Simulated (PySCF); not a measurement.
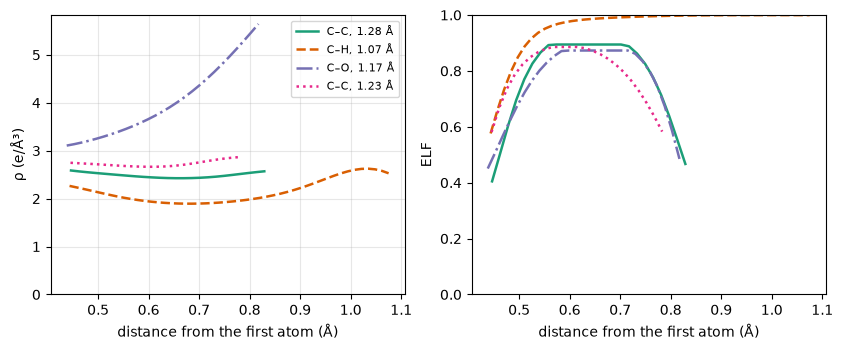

*C7HO (HC7O radical) (doublet). Total electron density and ELF along straight lines between neighbouring atoms. The curves leave out the atomic cores.*

Geometry: PBE0-D3(BJ)/def2-SVP.

The calculation used UKS B3LYP, IGLO-III on C O, pcH-1 on H, non-relativistic, mean-field spin-orbit, GIAO in PySCF.

```xyz
9

C     3.8501    0.2809   -0.1070
C     2.6244    0.2071   -0.0763
C     1.2853    0.1266   -0.0391
C     0.0326    0.0495   -0.0049
C    -1.2739   -0.0331    0.0304
C    -2.5465   -0.1079    0.0666
C    -3.8360   -0.1927    0.1006
O    -5.0009   -0.2653    0.1324
H     4.9227    0.3451   -0.1363
```

Q: What kind of bonding do the profiles show?

A: C–C (1.28 Å): ρ at the midpoint is about 2.4 e/Å³; the ELF peaks at about 0.90 between the atoms: a multiple bond.
C–H (1.07 Å): ρ is about 2 e/Å³ halfway; the ELF climbs to about 1 towards the hydrogen, as it does in any bond to H (a covalent bond by its length).
C–O (1.17 Å): ρ at the midpoint is about 3.6 e/Å³; the ELF peaks at about 0.85 between the atoms; a multiple bond.
C–C (1.23 Å): ρ is about 2.7 e/Å³ halfway; the ELF peaks at about 0.90 between the atoms (a short, multiple covalent bond).
